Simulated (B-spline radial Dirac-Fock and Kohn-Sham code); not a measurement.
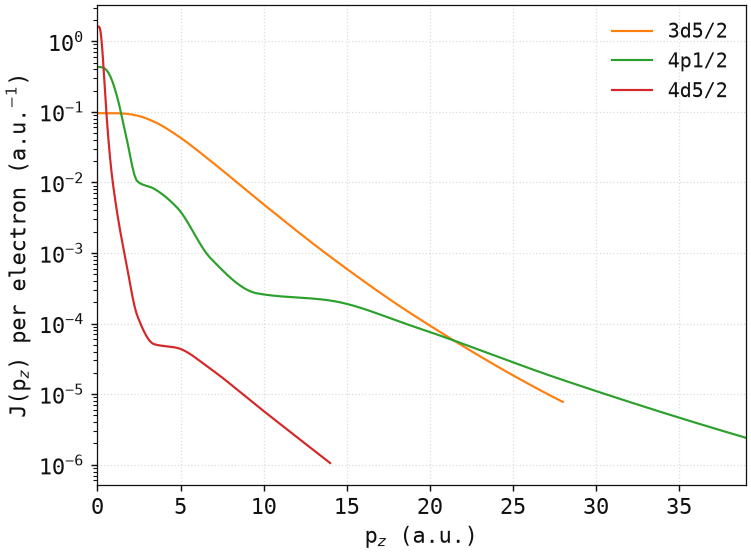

Compton profiles of the subshells 3d5/2, 4p1/2 and 4d5/2, per electron. System: the rubidium atom ([Kr] 4d1), which is not the ground configuration. Level of theory: the impulse approximation on Dirac–Fock orbitals (average of configuration); calculated with a B-spline radial atomic code. Open shells are averaged over j.

### Which of them has the largest mean momentum?

3d5/2, ⟨p⟩ = 6.49 a.u.

### Which of the subshells shown has the highest J(0), and what does that say?

4d5/2, J(0) = 1.62 a.u.⁻¹. J(0) is half the mean of 1/p, so of those shown it has the most weight at low momentum.
